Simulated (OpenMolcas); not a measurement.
# C3H9In (trimethylindium (TMIn)) at 6 levels

We compute a comparison of 6 runs (HF/STO-3G, BHLYP/def2-SVP, M06-2X/def2-SVP, r2SCAN/def2-SVP, revPBE/def2-SVP, CCSD(T)/def2-SVP) of C3H9In (trimethylindium (TMIn)). 

The calculation is run with OpenMolcas 26.06.

**1. The structure to begin with**

C3H9In: 13 atoms, total charge 0, spin state singlet. As SMILES, `[CH3][In]([CH3])[CH3]`. The shape is that of a PBE0-D4/def2-TZVP optimisation.

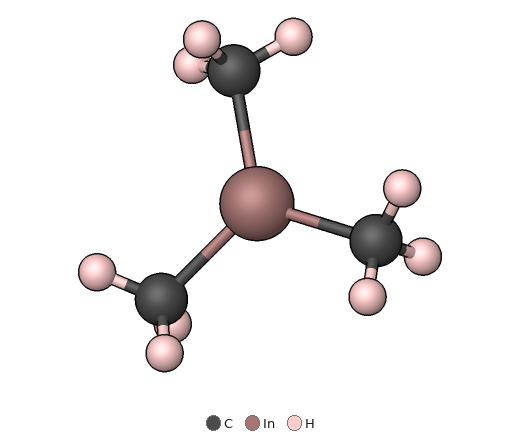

Viewed from a chosen angle; carbon dark grey, indium brown, hydrogen pink.

**2. Energy and forces at HF/STO-3G (run 1)**

geom.xyz

```xyz
13

C     -0.506200     1.897900    -0.902800
In     0.007900    -0.003300    -0.006900
C      1.475300    -0.088600     1.581000
C     -0.956600    -1.818200    -0.683200
H      0.329400     2.598000    -0.853700
H     -1.344900     2.339400    -0.357000
H     -0.811500     1.777000    -1.943300
H      1.276400    -0.918200     2.261200
H      1.500700     0.842500     2.149300
H      2.467200    -0.242700     1.146600
H     -1.254700    -1.743900    -1.730100
H     -1.858700    -1.990800    -0.089300
H     -0.304000    -2.683700    -0.557100
```

job.inp

```
&GATEWAY
  BasLib=$CurrDir
  Coord=geom.xyz
  Basis=STO-3G
  Group=NoSym

&SEWARD

&SCF
  Thresholds=1e-10 1e-07 1e-07 1e-05
  PrOrbitals=1 2

&ALASKA
```

The basis set STO-3G is read from a file made from the Basis Set Exchange's data (not shown).

The run is started by

```console
$ export MOLCAS_MEM=1860
$ pymolcas job.inp > job.log
```

Standard output:

```text
--- Start Module: gateway ---
[...]
--- Stop Module: gateway /rc=_RC_ALL_IS_WELL_ ---
[...]
      Basis functions           51
[...]
--- Start Module: scf ---
[...]
       Convergence after  10 Iterations
[...]
::    Total SCF energy                              -5800.3611110162
[...]
      Total spin, S                                     0.0000000000
[...]
      Total electronic charge=   76.000000
      Total            charge=   -0.000000
[...]
      Dipole Moment (debye):
      Origin of the operator (angstrom)=    0.0066   -0.0032   -0.0052
                   X= -7.9486E-04               Y=  6.3447E-04               Z= -5.3949E-03           Total=  5.4900E-03
      Quadrupole Moment (debye*angstrom):
[...]
 *              Molecular gradients               *
 **************************************************
  Irreducible representation: a
 ------------------------------------------------------------------------------------------
                              X                       Y                       Z
 ------------------------------------------------------------------------------------------
  C1               -2.99678072687737E-03    1.80046798684188E-02   -1.05986171812242E-02
  IN2               1.21862958475938E-05   -7.51092670230741E-06   -9.02448447914206E-05
  C3                1.20550303006723E-02   -4.65925433682179E-04    1.73800149014518E-02
  C4               -7.38438570737543E-03   -1.77949482319111E-02   -8.56575304576612E-03
  H5                8.54706327982679E-03    2.64837778517979E-03    3.28886094796732E-03
  H6               -7.08061305681706E-03    5.06734426746203E-04    7.05729972616220E-03
  H7               -2.59778884564810E-03   -5.37959418778844E-03   -7.30171600588658E-03
  H8               -4.45519501461495E-03   -7.99098167673051E-03    2.22692713963113E-03
[...]
```

It took 2.7 s on 1 thread of Intel Xeon 6975P-C (Granite Rapids), shared host; peak memory 0.38 GiB.

**3. Energy and gradient at BHLYP/def2-SVP (core potential) (run 2)**

struct.xyz

```xyz
13

C     -0.506200     1.897900    -0.902800
In     0.007900    -0.003300    -0.006900
C      1.475300    -0.088600     1.581000
C     -0.956600    -1.818200    -0.683200
H      0.329400     2.598000    -0.853700
H     -1.344900     2.339400    -0.357000
H     -0.811500     1.777000    -1.943300
H      1.276400    -0.918200     2.261200
H      1.500700     0.842500     2.149300
H      2.467200    -0.242700     1.146600
H     -1.254700    -1.743900    -1.730100
H     -1.858700    -1.990800    -0.089300
H     -0.304000    -2.683700    -0.557100
```

calc.input

```
>>> EXPORT MOLCAS_PRINT=2

&GATEWAY
  BASLIB
  $CurrDir
  COORD
  struct.xyz
  BASIS
  def2-SVP
  GROUP
  NoSym

&SEWARD
  GRIDINPUT
  Grid=UltraFine
  End of Grid

&SCF
  KSDFT
  HYB_GGA_XC_BHANDHLYP
  THRESHOLDS
  1e-10 1e-07 1e-07 1e-05
  PRORBITALS
  1 1

&ALASKA
```

The basis set def2-SVP is read from a file made from the Basis Set Exchange's data (not shown).

The run is started by

```console
$ export MOLCAS_MEM=1860
$ pymolcas calc.input > calc.log
```

Standard output:

```text
--- Start Module: gateway ---
[...]
--- Stop Module: gateway /rc=_RC_ALL_IS_WELL_ ---
[...]
      Basis functions          113
[...]
--- Start Module: scf ---
[...]
       Convergence after  12 Iterations
[...]
::    Total KS-DFT energy                            -309.5881493321
[...]
      Total spin, S                                     0.0000000000
[...]
      Total electronic charge=   48.000000
      Total            charge=   -0.000000
[...]
      Dipole Moment (debye):
      Origin of the operator (angstrom)=    0.0066   -0.0032   -0.0052
                   X= -1.1690E-02               Y=  1.9042E-03               Z=  9.2225E-03           Total=  1.5011E-02
      Quadrupole Moment (debye*angstrom):
[...]
 *              Molecular gradients               *
 **************************************************
  Irreducible representation: a
 ------------------------------------------------------------------------------------------
                              X                       Y                       Z
 ------------------------------------------------------------------------------------------
  C1                4.64310892482445E-04   -1.75581847893103E-03    7.78882143610993E-04
  IN2              -4.71093359335206E-05   -5.56504285940821E-06   -2.78498363215501E-05
  C3               -1.36059015787726E-03    7.97529319929158E-06   -1.40455591476218E-03
  C4                9.35719539805646E-04    1.69899086617420E-03    6.00017583476387E-04
  H5               -4.88355013261721E-04   -9.32658735350866E-04    2.24207433053325E-04
  H6                7.03103389028126E-04   -6.59068411905661E-04   -2.66169525205973E-04
  H7                2.96948644675554E-04   -3.69022298563386E-04    1.04095288295625E-03
  H8               -1.68964248291048E-04    6.41186043320641E-04   -9.54408146625507E-04
[...]
```

It took 44 s on 1 thread of Intel Xeon 6975P-C (Granite Rapids), shared host; peak memory 0.68 GiB.

Run 3 isn't shown in full; the table further down has it.

**4. Energy and gradient at r2SCAN/def2-SVP (core potential) (run 4)**

mol.xyz

```xyz
13

C     -0.506200     1.897900    -0.902800
In     0.007900    -0.003300    -0.006900
C      1.475300    -0.088600     1.581000
C     -0.956600    -1.818200    -0.683200
H      0.329400     2.598000    -0.853700
H     -1.344900     2.339400    -0.357000
H     -0.811500     1.777000    -1.943300
H      1.276400    -0.918200     2.261200
H      1.500700     0.842500     2.149300
H      2.467200    -0.242700     1.146600
H     -1.254700    -1.743900    -1.730100
H     -1.858700    -1.990800    -0.089300
H     -0.304000    -2.683700    -0.557100
```

calc.input

```
&GATEWAY
BasLib = $CurrDir
Coord = mol.xyz
Basis = def2-SVP
Group = NoSym
&SEWARD
GridInput
Grid=UltraFine
End of Grid
&SCF
KSDFT = 2
1.0 MGGA_X_R2SCAN
1.0 MGGA_C_R2SCAN
Thresholds = 1e-10 1e-07 1e-07 1e-05
PrOrbitals = 1
&ALASKA
```

The basis set def2-SVP is read from a file made from the Basis Set Exchange's data (not shown).

The run is started by

```console
$ export MOLCAS_MEM=1860
$ pymolcas calc.input > calc.log
```

Standard output:

```text
--- Start Module: gateway ---
[...]
--- Stop Module: gateway /rc=_RC_ALL_IS_WELL_ ---
[...]
      Basis functions          113
[...]
--- Start Module: scf ---
[...]
       Convergence after  13 Iterations
[...]
::    Total KS-DFT energy                            -309.7390436372
[...]
      Total spin, S                                     0.0000000000
[...]
      Total electronic charge=   48.000000
      Total            charge=   -0.000000
[...]
      Dipole Moment (debye):
      Origin of the operator (angstrom)=    0.0066   -0.0032   -0.0052
                   X= -1.6387E-02               Y=  2.4408E-03               Z=  1.5101E-02           Total=  2.2418E-02
      Quadrupole Moment (debye*angstrom):
[...]
 *              Molecular gradients               *
 **************************************************
  Irreducible representation: a
 ------------------------------------------------------------------------------------------
                              X                       Y                       Z
 ------------------------------------------------------------------------------------------
  C1               -1.26465520977392E-03    2.82477091715361E-03   -1.18156544353987E-03
  IN2               1.99966269282051E-05   -1.58571575823684E-05   -7.40841749577309E-05
  C3                2.47860161922642E-03   -4.87885189879633E-04    2.07931215818657E-03
  C4               -1.54749535302035E-03   -2.33985675117765E-03   -5.49701681197945E-04
  H5               -4.69046043463583E-03   -4.24478412125717E-03   -3.11070069028821E-04
  H6                4.68369262585355E-03   -2.52174763487734E-03   -3.09079106677657E-03
  H7                1.88199472516337E-03    5.11444311286909E-04    6.03886424306754E-03
  H8                9.25864356787154E-04    4.83145503969196E-03   -4.03381008407511E-03
[...]
```

It took 56 s on 1 thread of Intel Xeon 6975P-C (Granite Rapids), shared host; peak memory 0.68 GiB.

Run 5 isn't shown in full; the table further down has it.

**5. The energy at CCSD(T)/def2-SVP (Cholesky decomposition, core potential) (run 6)**

calc.inp

```
&GATEWAY
BasLib
$CurrDir
Coord
13
angstrom
C       -0.506200       1.897900      -0.902800
In       0.007900      -0.003300      -0.006900
C        1.475300      -0.088600       1.581000
C       -0.956600      -1.818200      -0.683200
H        0.329400       2.598000      -0.853700
H       -1.344900       2.339400      -0.357000
H       -0.811500       1.777000      -1.943300
H        1.276400      -0.918200       2.261200
H        1.500700       0.842500       2.149300
H        2.467200      -0.242700       1.146600
H       -1.254700      -1.743900      -1.730100
H       -1.858700      -1.990800      -0.089300
H       -0.304000      -2.683700      -0.557100
Basis
def2-SVP
Group
NoSym
&SEWARD
High
&SCF
Thresholds
1e-10 1e-07 1e-07 1e-05
PrOrbitals
1 1
&CHCC
Frozen
7
Threshold
1e-08
MaxIterations
80
&CHT3
Frozen
7
```

The basis set def2-SVP is read from a file made from the Basis Set Exchange's data (not shown).

The run is started by

```console
$ export MOLCAS_MEM=1860
$ pymolcas calc.inp > calc.log
```

Standard output:

```text
--- Start Module: gateway ---
[...]
--- Stop Module: gateway /rc=_RC_ALL_IS_WELL_ ---
[...]
      Basis functions          113
[...]
       Convergence after  12 Iterations
[...]
::    Total SCF energy                               -307.9343175877
[...]
      Total spin, S                                     0.0000000000
[...]
      Total electronic charge=   48.000000
      Total            charge=   -0.000000
[...]
      Dipole Moment (debye):
      Origin of the operator (angstrom)=    0.0066   -0.0032   -0.0052
                   X= -9.5699E-03               Y=  1.5906E-03               Z=  5.6792E-03           Total=  1.1241E-02
      Quadrupole Moment (debye*angstrom):
[...]
--- Start Module: chcc ---
[...]
--- Stop Module: chcc /rc=_RC_ALL_IS_WELL_ ---
[...]
--- Start Module: cht3 ---
[...]
--- Stop Module: cht3 /rc=_RC_ALL_IS_WELL_ ---
[...]
```

It took 8.2 min on 1 thread of Intel Xeon 6975P-C (Granite Rapids), shared host; peak memory 0.32 GiB.

**6. Overview of the runs**

| run | level | integration grid | integral approximation | energy (Eh) | dipole moment (D) of the reference | HOMO energy (eV) | LUMO energy (eV) | wall time |
| --- | --- | --- | --- | --- | --- | --- | --- | --- |
| 1 | HF/STO-3G | – | none | -5800.361111 | 0.01 | -7.75 | 6.21 | 2.7 s |
| 2 | BHLYP/def2-SVP (core potential) | UltraFine | none | -309.588149 | 0.02 | -7.99 | -0.13 | 44 s |
| 3 | M06-2X/def2-SVP (core potential) | UltraFine | none | -309.606713 | 0.02 | -8.03 | -0.35 | 54 s |
| 4 | r2SCAN/def2-SVP (core potential) | UltraFine | none | -309.739044 | 0.02 | -6.01 | -1.23 | 56 s |
| 5 | revPBE/def2-SVP (core potential) | UltraFine | none | -309.762531 | 0.02 | -5.71 | -1.38 | 45 s |
| 6 | CCSD(T)/def2-SVP (Cholesky decomposition, core potential) | – | CD high | -308.546272 | 0.01 | -9.67 | 1.73 | 8.2 min |

**7. Outcome**

```
                                          quantity          value
                               run 6: total energy  -308.54627 Eh
         run 6: dipole moment (mean-field density)         0.01 D
        run 6: HOMO energy (Hartree–Fock orbitals)       -9.67 eV
        run 6: LUMO energy (Hartree–Fock orbitals)        1.73 eV
      run 6: HOMO–LUMO gap (Hartree–Fock orbitals)       11.41 eV
run 6: correlation energy (7 core orbitals frozen)     -612.0 mEh
                             run 6: (T) correction     -17.63 mEh
```

**Reading.** Over runs 1, 2, 3, 4, 5 the HOMO–LUMO gap runs from 4.33 eV (revPBE/def2-SVP) to 13.95 eV (HF/STO-3G). The two ends differ in method and basis and core potential. Totals of different functionals can't be ranked against each other. Some runs of one species differ in core potentials or relativity; totals across that change don't compare. In run 1 the basis is minimal, so the values are rough. In run 1 relativity is left out where basis or elements ask for it. All runs together took 12 min, the longest 8.2 min.
